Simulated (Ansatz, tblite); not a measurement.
# The cluster Hf₂Te₃: rung by rung

How do method and basis change the picture of the cluster Hf₂Te₃ (singlet)?

The runs use Ansatz 0.2.0, Gaussian basis; as each input shows.

Plan: GFN1-xTB, GFN2-xTB, PBE-D4/def2-TZVP, r2SCAN-D4/def2-TZVP, B3LYP-D4/def2-TZVP, PBE-QIDH/def2-TZVP, B97M-V/def2-TZVP, PBE-D4/def2-SVP, PBE0-D4/def2-SVP, CCSD(T)/def2-SVP, MP2/def2-TZVP.

4 further runs of the same task are left out: 4 set aside as unsound or not needed. Runs told in other sessions of the task aren't counted.

### Step 1. The structure

The geometry is that of the singlet, from an earlier relaxation (PBE0-D4/def2-SVP). At that level it is the lowest of the isomers that a small search found.

5 atoms, charge 0, spin multiplicity 1.

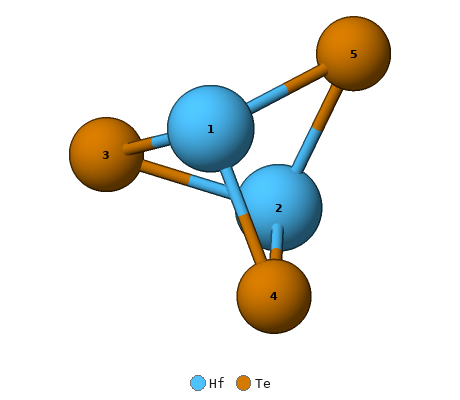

The geometry (hafnium blue, tellurium orange); atoms are numbered from 1 in the order of the file.

As a file:

```
Hf    0.0436    0.8016   -1.0513
Hf   -0.0436   -0.8016    1.0513
Te   -1.1275   -1.6962   -1.3400
Te   -1.3070    1.6624    1.2133
Te    2.4345    0.0339    0.1268
```

Hf, Te take a core potential in the def2 sets. No spin-orbit coupling is included.

PBE0-D4/def2-TZVP was run before; its log isn't repeated, and its numbers join the tables.

### Step 2. GFN1-xTB

Tight binding, by tblite at 300 K electronic temperature and without a spin-polarisation term:

```python
tblite.interface.Calculator('GFN1-xTB', numbers, positions, charge=0, uhf=0).singlepoint()
```

Energy -368.6658 eV, HOMO -7.51 eV, LUMO -7.14 eV; 0.006 s.

### Step 3. GFN2-xTB

Tight binding, by tblite at 300 K electronic temperature and without a spin-polarisation term:

```python
tblite.interface.Calculator('GFN2-xTB', numbers, positions, charge=0, uhf=0).singlepoint()
```

Energy -331.2464 eV, HOMO -7.89 eV, LUMO -7.66 eV; 0.014 s.

### Step 4. PBE-D4/def2-TZVP

start.molden holds the orbitals of an earlier run on this state, given as this run's starting guess.

Contents of in.yaml:

```yaml
crystal:
  periodic: [false, false, false]
  atoms:
    - {symbol: Hf, position_ang: [0.043599, 0.801611, -1.051321]}
    - {symbol: Hf, position_ang: [-0.043599, -0.801649, 1.051295]}
    - {symbol: Te, position_ang: [-1.127494, -1.696204, -1.340033]}
    - {symbol: Te, position_ang: [-1.307000, 1.662376, 1.213296]}
    - {symbol: Te, position_ang: [2.434484, 0.033856, 0.126763]}
basis:
  gaussian: {orbitals: def2-TZVP, initial_orbitals: start.molden}
hamiltonian: {xc: pbe, dispersion: d4}
scf: {omitted_lower_state_checks: [starts]}
output: {forces: true, orbitals: {seedname: orbitals}}
```

On the command line:

```bash
$ ansatz run in.yaml --threads 4 --pin off --events-out ev --progress --plain --max-ram 4787MiB
```

The log of the run:

```text
Functional definition: PBE
  name "PBE"
  cite "Perdew, Burke & Ernzerhof, Phys. Rev. Lett. 77, 3865 (1996) doi:10.1103/PhysRevLett.77.3865"
  parent pbe
  parameter kappa = 0.804
  parameter beta = 0.06672455060314922
  exchange = pbe_x(kappa = kappa, mu = beta*pi^2/3)
  correlation = pbe_c(beta = beta)
these checks for a lower state are left out or cut short: starts
1848 factors; their error is unknown
mean field evaluation 1: about -24499.7352 eV, gradient 9.1e0 eV
mean field evaluation 2: about -24499.9179 eV, gradient 2.4e-1 eV
mean field evaluation 4: about -24499.5477 eV, gradient 8.9e-1 eV
mean field evaluation 8: about -24499.5480 eV, gradient 1.5e-5 eV
mean field -24499.54800346 eV, -900.3417827371 hartree, gradient 1.5e-5 eV, S^2 0.000000; 0 other end points of the search recorded, 0 dependent functions left out
the calculation of the forces begins
reference -24499.54804031 eV, -900.3417840912 hartree; 48, 48 occupied and 182, 182 virtual orbitals, 1848 factors
Total energy: -24499.89564499 eV, -900.3545583278 hartree
Atom 0 at     0.043599     0.801611    -1.051321 Å, force     0.002469     0.045790    -0.060333 eV/Å
Atom 1 at    -0.043599    -0.801649     1.051295 Å, force    -0.002475    -0.045694     0.060408 eV/Å
Atom 2 at    -1.127494    -1.696204    -1.340033 Å, force    -0.077635    -0.116820    -0.092488 eV/Å
Atom 3 at    -1.307000     1.662376     1.213296 Å, force    -0.090141     0.114496     0.083725 eV/Å
Atom 4 at     2.434484     0.033856     0.126763 Å, force     0.167781     0.002228     0.008688 eV/Å
Dipole moment:     0.000002    -0.000017    -0.000013 e Å
Checks for a lower state left out: starts
```

Run time: 3.1 s. Hardware: 4 threads of Intel Xeon Platinum 8488C, shared host.

Report: HOMO -4.32 eV, LUMO -3.04 eV.

### Step 5. r2SCAN-D4/def2-TZVP

in.yaml, as its differences from that of step 4:

```diff
@@ -10,4 +10,4 @@
   gaussian: {orbitals: def2-TZVP, initial_orbitals: start.molden}
-hamiltonian: {xc: pbe, dispersion: d4}
+hamiltonian: {xc: r2scan, dispersion: d4}
 scf: {omitted_lower_state_checks: [starts]}
-output: {forces: true, orbitals: {seedname: orbitals}}
+output: {orbitals: {seedname: orbitals}}
```

The command is unchanged.

The log of the run:

```text
Functional definition: r2SCAN
  name "r2SCAN"
  cite "Furness, Kaplan, Ning, Perdew & Sun, J. Phys. Chem. Lett. 11, 8208 (2020) doi:10.1021/acs.jpclett.0c02405"
  cite "Furness, Kaplan, Ning, Perdew & Sun, J. Phys. Chem. Lett. 11, 9248 (2020) doi:10.1021/acs.jpclett.0c03077"
  parent r2scan
  parameter k0 = 0.174
  parameter k1 = 0.065
  parameter a1 = 4.9479
  exchange = r2scan_x(k0 = k0, k1 = k1, a1 = a1)
  correlation = r2scan_c
these checks for a lower state are left out or cut short: starts
1848 factors; their error is unknown
mean field evaluation 1: about -24508.8563 eV, gradient 7.4e0 eV
mean field evaluation 2: about -24508.9344 eV, gradient 1.0e-1 eV
mean field evaluation 4: about -24508.5582 eV, gradient 2.1e-3 eV
mean field -24508.55817093 eV, -900.6729002843 hartree, gradient 1.7e-5 eV, S^2 0.000000; 0 other end points of the search recorded, 0 dependent functions left out
reference -24508.55818185 eV, -900.6729006855 hartree; 48, 48 occupied and 182, 182 virtual orbitals, 1848 factors
Total energy: -24508.62073557 eV, -900.6751994923 hartree
Checks for a lower state left out: starts
```

Run time: 4.7 s. Hardware: 4 threads of Intel Xeon Platinum 8488C, shared host.

Report: HOMO -4.58 eV, LUMO -2.91 eV.

### Step 6. B3LYP-D4/def2-TZVP

in.yaml, as its differences from that of step 5:

```diff
@@ -10,3 +10,3 @@
   gaussian: {orbitals: def2-TZVP, initial_orbitals: start.molden}
-hamiltonian: {xc: r2scan, dispersion: d4}
+hamiltonian: {xc: {name: B3LYP}, dispersion: d4}
 scf: {omitted_lower_state_checks: [starts]}
```

Same command.

The log of the run (excerpt; [...] marks lines left out):

```text
Functional definition: B3LYP
  name "B3LYP"
  cite "Stephens, Devlin, Chabalowski & Frisch, J. Phys. Chem. 98, 11623 (1994) doi:10.1021/j100096a001"
  cite "Becke, Phys. Rev. A 38, 3098 (1988) doi:10.1103/PhysRevA.38.3098"
  cite "Lee, Yang & Parr, Phys. Rev. B 37, 785 (1988) doi:10.1103/PhysRevB.37.785"
  cite "Vosko, Wilk & Nusair, Can. J. Phys. 58, 1200 (1980) doi:10.1139/p80-159"
[...]
2015 factors; their error is unknown
[...]
mean field -24506.11908524 eV, -900.5832655385 hartree, gradient 2.2e-5 eV, S^2 0.000000; 0 other end points of the search recorded, 0 dependent functions left out
reference -24506.11932230 eV, -900.5832742504 hartree; 48, 48 occupied and 182, 182 virtual orbitals, 2015 factors
Total energy: -24506.70195362 eV, -900.6046855564 hartree
Checks for a lower state left out: starts
```

Wall time 4.4 s (4 threads of Intel Xeon Platinum 8488C, shared host); peak memory 1 GiB.

HOMO -5.09 eV, LUMO -2.52 eV.

### Step 7. PBE-QIDH/def2-TZVP

in.yaml, as its differences from that of step 6:

```diff
@@ -10,4 +10,3 @@
   gaussian: {orbitals: def2-TZVP, initial_orbitals: start.molden}
-hamiltonian: {xc: {name: B3LYP}, dispersion: d4}
+hamiltonian: {xc: {name: PBE-QIDH}}
 scf: {omitted_lower_state_checks: [starts]}
-output: {orbitals: {seedname: orbitals}}
```

The command is unchanged.

The log of the run (excerpt; [...] marks lines left out):

```text
Functional definition: PBE-QIDH
  name "PBE-QIDH"
  cite "Brémond, Sancho-García, Pérez-Jiménez & Adamo, J. Chem. Phys. 141, 031101 (2014) doi:10.1063/1.4890314"
  cite "Perdew, Burke & Ernzerhof, Phys. Rev. Lett. 77, 3865 (1996) doi:10.1103/PhysRevLett.77.3865"
[...]
2164 factors; integrals over basis functions are off by at most 4.9e-4 eV
[...]
mean field -24460.51279177 eV, -898.9072651667 hartree, gradient 5.7e-6 eV, S^2 0.000000; 0 other end points of the search recorded, 0 dependent functions left out; unrestricted orbitals would lower it
12 core orbitals not correlated: weight in the atoms' cores, before any rotation towards them, 1.000 or more for the frozen orbitals, at most 0.000 for the correlated occupied ones
reference -24460.51280292 eV, -898.9072655763 hartree; 36, 36 occupied and 182, 182 virtual orbitals, 2164 factors
second order -61.04265574 eV of doubles, -0.00000000 eV of singles
Total energy: -24480.86035483 eV, -899.6550243170 hartree
Checks for a lower state left out: starts
```

Wall time 8 s (4 threads of Intel Xeon Platinum 8488C, shared host); peak memory 0.92 GiB.

 Doubts: restricted state is unstable towards broken spin symmetry.

### Step 8. B97M-V/def2-TZVP

in.yaml, as its differences from that of step 7:

```diff
@@ -10,3 +10,4 @@
   gaussian: {orbitals: def2-TZVP, initial_orbitals: start.molden}
-hamiltonian: {xc: {name: PBE-QIDH}}
+hamiltonian: {xc: {name: B97M-V}}
 scf: {omitted_lower_state_checks: [starts]}
+output: {orbitals: {seedname: orbitals}}
```

Same command.

The log of the run (excerpt; [...] marks lines left out):

```text
Functional definition: B97M-V
  name "B97M-V"
  cite "Mardirossian & Head-Gordon, J. Chem. Phys. 142, 074111 (2015) doi:10.1063/1.4907719"
  cite "Becke, J. Chem. Phys. 107, 8554 (1997) doi:10.1063/1.475007"
  cite "Vydrov & Van Voorhis, J. Chem. Phys. 133, 244103 (2010) doi:10.1063/1.3521275"
  # Of w^i u^j: cxij and so on, Table III.
[...]
  gx(w, u) = cx00 + cx01*u + cx02*u^2 + (cx10 + cx11*u)*w
  gss(w, u) = css00 + css02*u^2 + css10*w + (css32*w^3 + css42*w^4)*u^2
  gos(w, u) = cos00 + cos01*u + cos03*u^3 + cos10*w + cos32*w^3*u^2
[...]
      + integral(e_c_pw_mod_opposite_spin*gos(b97_w_opposite, b97_u_opposite)) + vv10(b, c)
[...]
1848 factors; their error is unknown
[...]
mean field -24497.73478768 eV, -900.2751482861 hartree, gradient 1.5e-5 eV, S^2 0.000000; 0 other end points of the search recorded, 0 dependent functions left out
reference -24497.73484265 eV, -900.2751503063 hartree; 48, 48 occupied and 182, 182 virtual orbitals, 1848 factors
Total energy: -24497.73484265 eV, -900.2751503063 hartree
Checks for a lower state left out: starts
```

Wall time 10 s (4 threads of Intel Xeon Platinum 8488C, shared host); peak memory 0.61 GiB.

Report: HOMO -4.46 eV, LUMO -2.92 eV.

### Step 9. PBE-D4/def2-SVP

in.yaml, as its differences from that of step 8:

```diff
@@ -9,4 +9,4 @@
 basis:
-  gaussian: {orbitals: def2-TZVP, initial_orbitals: start.molden}
-hamiltonian: {xc: {name: B97M-V}}
+  gaussian: {orbitals: def2-SVP, initial_orbitals: start.molden}
+hamiltonian: {xc: pbe, dispersion: d4}
 scf: {omitted_lower_state_checks: [starts]}
```

Same command.

The log of the run:

```text
Functional definition: PBE
  name "PBE"
  cite "Perdew, Burke & Ernzerhof, Phys. Rev. Lett. 77, 3865 (1996) doi:10.1103/PhysRevLett.77.3865"
  parent pbe
  parameter kappa = 0.804
  parameter beta = 0.06672455060314922
  exchange = pbe_x(kappa = kappa, mu = beta*pi^2/3)
  correlation = pbe_c(beta = beta)
these checks for a lower state are left out or cut short: starts
1588 factors; their error is unknown
mean field evaluation 1: about -24497.8018 eV, gradient 4.6e1 eV
mean field evaluation 2: about -24498.2954 eV, gradient 1.1e0 eV
mean field evaluation 4: about -24498.2144 eV, gradient 4.4e-1 eV
mean field evaluation 8: about -24498.2146 eV, gradient 1.9e-5 eV
mean field -24498.21459929 eV, -900.2927810376 hartree, gradient 1.9e-5 eV, S^2 0.000000; 0 other end points of the search recorded, 0 dependent functions left out
reference -24498.21464247 eV, -900.2927826244 hartree; 48, 48 occupied and 94, 94 virtual orbitals, 1588 factors
Total energy: -24498.56224716 eV, -900.3055568611 hartree
Checks for a lower state left out: starts
```

It took 2 s on 4 threads of Intel Xeon Platinum 8488C, shared host.

Report: HOMO -4.37 eV, LUMO -3.05 eV.

### Step 10. PBE0-D4/def2-SVP

in.yaml, as its differences from that of step 9:

```diff
@@ -10,3 +10,3 @@
   gaussian: {orbitals: def2-SVP, initial_orbitals: start.molden}
-hamiltonian: {xc: pbe, dispersion: d4}
+hamiltonian: {xc: pbe0, dispersion: d4}
 scf: {omitted_lower_state_checks: [starts]}
```

Launched as before.

The log of the run:

```text
Functional definition: PBE0
  name "PBE0"
  cite "Adamo & Barone, J. Chem. Phys. 110, 6158 (1999) doi:10.1063/1.478522"
  cite "Perdew, Burke & Ernzerhof, Phys. Rev. Lett. 77, 3865 (1996) doi:10.1103/PhysRevLett.77.3865"
  parent pbe
  parameter a = 0.25
  parameter kappa = 0.804
  parameter beta = 0.06672455060314922
  exchange = (1 - a)*pbe_x(kappa = kappa, mu = beta*pi^2/3) + a*exact_x
  correlation = pbe_c(beta = beta)
these checks for a lower state are left out or cut short: starts
1647 factors; integrals over basis functions are off by at most 3.9e-4 eV
mean field evaluation 1: about -24497.0919 eV, gradient 4.4e1 eV
mean field evaluation 2: about -24497.3692 eV, gradient 6.6e-1 eV
mean field evaluation 4: about -24497.5012 eV, gradient 2.9e-3 eV
mean field -24497.50120605 eV, -900.2665643197 hartree, gradient 2.9e-5 eV, S^2 0.000000; 0 other end points of the search recorded, 0 dependent functions left out
reference -24497.50123885 eV, -900.2665655249 hartree; 48, 48 occupied and 94, 94 virtual orbitals, 1647 factors
Total energy: -24497.80774644 eV, -900.2778294710 hartree
Checks for a lower state left out: starts
```

It took 3.5 s on 4 threads of Intel Xeon Platinum 8488C, shared host.

Report: HOMO -5.32 eV, LUMO -2.38 eV.

### Step 11. CCSD(T)/def2-SVP

in.yaml, as its differences from that of step 10:

```diff
@@ -10,3 +10,3 @@
   gaussian: {orbitals: def2-SVP, initial_orbitals: start.molden}
-hamiltonian: {xc: pbe0, dispersion: d4}
+correlation: {method: ccsd_t}
 scf: {omitted_lower_state_checks: [starts]}
```

Launched as before.

The log of the run (excerpt; [...] marks lines left out):

```text
Functional definition: HF
  name "HF"
  cite "Fock, Z. Phys. 61, 126 (1930) doi:10.1007/BF01340294"
  parent pbe
[...]
1647 factors; integrals over basis functions are off by at most 3.9e-4 eV
[...]
mean field -24383.06204603 eV, -896.0610027587 hartree, gradient 8.3e-6 eV, S^2 0.000000; 0 other end points of the search recorded, 0 dependent functions left out; unrestricted orbitals would lower it
12 core orbitals not correlated: weight in the atoms' cores, before any rotation towards them, 1.000 or more for the frozen orbitals, at most 0.000 for the correlated occupied ones
reference -24383.06204603 eV, -896.0610027587 hartree; 36, 36 occupied and 94, 94 virtual orbitals, 1647 factors
second order -22.92668206 eV of doubles, -0.00000000 eV of singles
cycle   1  -20.27977631 eV  change     2.6e0 eV  update   3.5e-1
[...]
cycle  13  -21.93517805 eV  change    2.9e-5 eV  update   2.0e-5
perturbative correction -1.43603378 eV, -0.0527732680 hartree
Total energy: -24406.43325786 eV, -896.9198789518 hartree
Checks for a lower state left out: starts
```

It took 54 s on 4 threads of Intel Xeon Platinum 8488C, shared host; peak memory 1.7 GiB.

Report: Hartree-Fock HOMO -7.08 eV, LUMO -0.46 eV; T1 0.027. Doubts: restricted state is unstable towards broken spin symmetry.

### Step 12. MP2/def2-TZVP

in.yaml, as its differences from that of step 11:

```diff
@@ -9,4 +9,4 @@
 basis:
-  gaussian: {orbitals: def2-SVP, initial_orbitals: start.molden}
-correlation: {method: ccsd_t}
+  gaussian: {orbitals: def2-TZVP, initial_orbitals: start.molden}
+correlation: {method: mp2}
 scf: {omitted_lower_state_checks: [starts]}
```

Same command.

The log of the run (excerpt; [...] marks lines left out):

```text
Functional definition: HF
  name "HF"
  cite "Fock, Z. Phys. 61, 126 (1930) doi:10.1007/BF01340294"
  parent pbe
[...]
2164 factors; integrals over basis functions are off by at most 4.9e-4 eV
[...]
mean field -24384.69309614 eV, -896.1209427444 hartree, gradient 1.7e-6 eV, S^2 0.000000; 0 other end points of the search recorded, 0 dependent functions left out; unrestricted orbitals would lower it
[...]
12 core orbitals not correlated: weight in the atoms' cores, before any rotation towards them, 1.000 or more for the frozen orbitals, at most 0.000 for the correlated occupied ones
reference -24384.69309614 eV, -896.1209427444 hartree; 36, 36 occupied and 182, 182 virtual orbitals, 2164 factors
second order -54.42891051 eV of doubles, -0.00000000 eV of singles
Total energy: -24439.12200664 eV, -898.1211683123 hartree
Checks for a lower state left out: starts
```

Wall time 8 s (4 threads of Intel Xeon Platinum 8488C, shared host); peak memory 0.95 GiB.

Hartree-Fock HOMO -7.04 eV, LUMO -0.37 eV. Doubts: restricted state is unstable towards broken spin symmetry.

### Step 13. Comparison

| level | functions | HOMO (eV) | LUMO (eV) | gap (eV) | time |
| --- | --- | --- | --- | --- | --- |
| PBE-D4/def2-SVP | 142 | -4.37 | -3.05 | 1.32 | 2 s |
| PBE-D4/def2-TZVP | 230 | -4.32 | -3.04 | 1.27 | 3.1 s |
| r2SCAN-D4/def2-TZVP | 230 | -4.58 | -2.91 | 1.67 | 4.7 s |
| B97M-V/def2-TZVP | 230 | -4.46 | -2.92 | 1.54 | 10 s |
| B3LYP-D4/def2-TZVP | 230 | -5.09 | -2.52 | 2.57 | 4.4 s |
| PBE0-D4/def2-SVP | 142 | -5.32 | -2.38 | 2.93 | 3.5 s |
| PBE0-D4/def2-TZVP | 230 | -5.22 | -2.34 | 2.88 | 4.6 s |

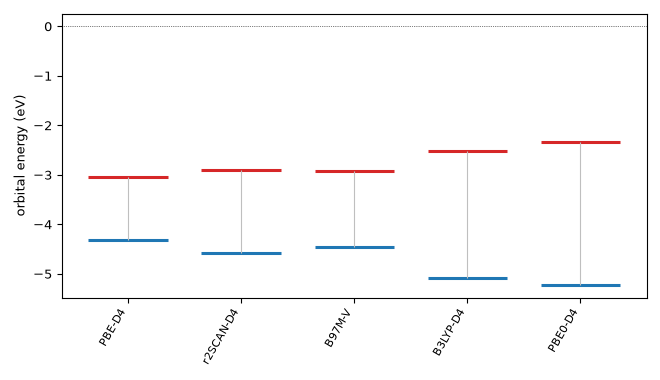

Highest filled (blue) and lowest empty (red) level in def2-TZVP.

Energy pieces by basis (eV):

```
    basis           HF  MP2 correlation  CCSD correlation      (T)              total
 def2-SVP  -24383.0620         -22.9267          -21.9352  -1.4360        -24406.4333
def2-TZVP  -24384.6931         -54.4289                             -24439.1220 (MP2)
```

The correlation energy is far from converged in these sets, so it jumps between bases; where outer-core shells are correlated, the sets cover them unevenly.

### Step 14. Binding energy

Free atoms were run apart at each level; binding is atoms less cluster, divided by the number of atoms, without zero-point or spin-orbit terms.

```csv
level,binding an atom (eV)
HF/def2-SVP,1.879
HF/def2-TZVP,2.006
PBE-D4/def2-SVP,3.707
PBE-D4/def2-TZVP,3.762
r2SCAN-D4/def2-TZVP,3.641
B97M-V/def2-TZVP,3.466
B3LYP-D4/def2-TZVP,3.379
PBE0-D4/def2-SVP,3.511
PBE0-D4/def2-TZVP,3.592
PBE-QIDH/def2-TZVP,3.688
MP2/def2-SVP,3.608
MP2/def2-TZVP,3.895
CCSD/def2-SVP,3.089
CCSD(T)/def2-SVP,3.308
```

### Step 15. What came out

```
                                                 quantity                                value
gap in def2-TZVP, named functionals, smallest and largest  1.27 eV (PBE-D4), 2.88 eV (PBE0-D4)
                     correlation energy, CCSD(T)/def2-SVP                            -23.37 eV
                        correlation energy, MP2/def2-TZVP                            -54.43 eV
                binding an atom, functionals in def2-TZVP  3.38 (B3LYP-D4) to 3.76 eV (PBE-D4)
          PBE0 total energy, smallest basis above largest        1.39 eV (def2-SVP, def2-TZVP)
```

In words: Orbital gaps of the named functionals in def2-TZVP span 1.27 eV (PBE-D4) to 2.88 eV (PBE0-D4); exact exchange widens it. Notes on CCSD(T)/def2-SVP and its Hartree-Fock reference, which MP2 shares: restricted state is unstable towards broken spin symmetry.

The slowest run with a step of its own, CCSD(T)/def2-SVP, took 54 s; the quickest functional in def2-TZVP took 3.1 s (shared host).
